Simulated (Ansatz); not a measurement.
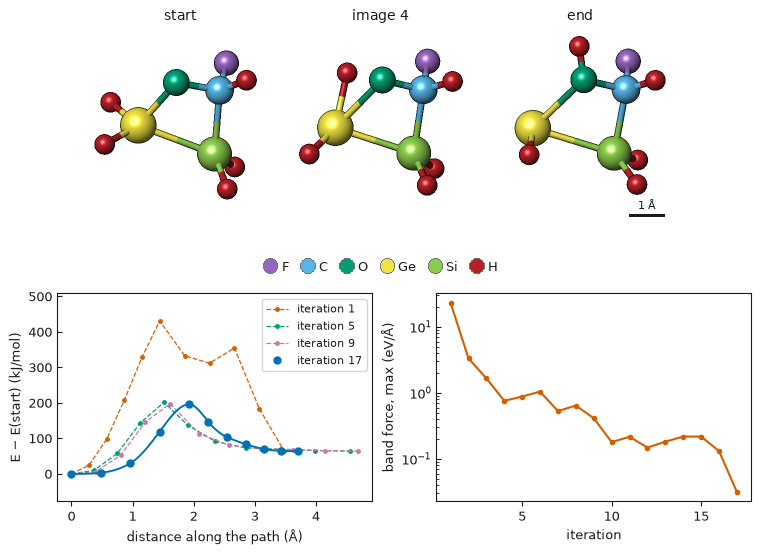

A search for the minimum-energy path of CH₅FGeOSi by the nudged elastic band. Images are numbered from 0 (start) to 10 (end). The plot follows the band through its iterations. The picture is a ball-and-stick view, seen at a tilt.

Theory: RKS PBE-D4/def2-SVP in Ansatz 0.2.0. Settings: 9 movable images; climbing image; force threshold 0.05 eV/Å; iteration limit 42; spring constant 0.5 eV/Å²; starting path through a guess of the saddle point.

Question: Judge this run.

Answer: The run is converged, with reservations. The band converged in 17 iterations. The largest component of the band force went from 23 to 0.032 eV/Å. The climbing image converged on the top of the path. Its curvatures weren't checked. The first iteration put the highest image at 430.9 kJ/mol. The energy climbs by 196.0 kJ/mol to image 4 and then falls by 131.8 kJ/mol, so the end point sits at +64.2 kJ/mol.
